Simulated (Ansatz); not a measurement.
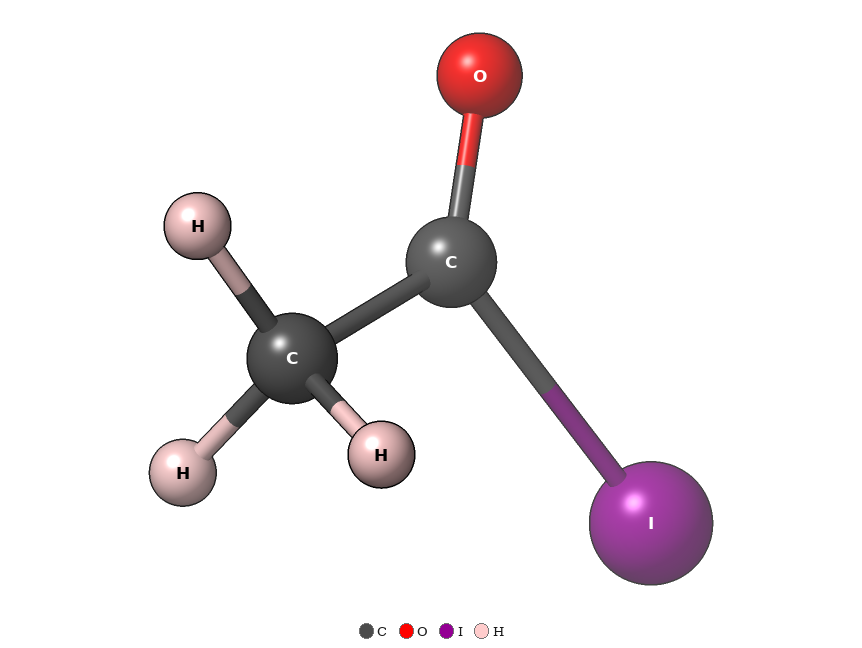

Depth is shown by fading: the farther an atom, the more it takes the colour of the background. The computed structure is the end point of a PBE-D4/def2-SVP optimisation. No frequency run is at hand to confirm it as a minimum.

Question: List the symmetry elements and name the point group.

Answer: It has 1 mirror plane, so the point group is Cs. The group has 2 operations. The geometry is achiral, and symmetry allows a dipole moment.
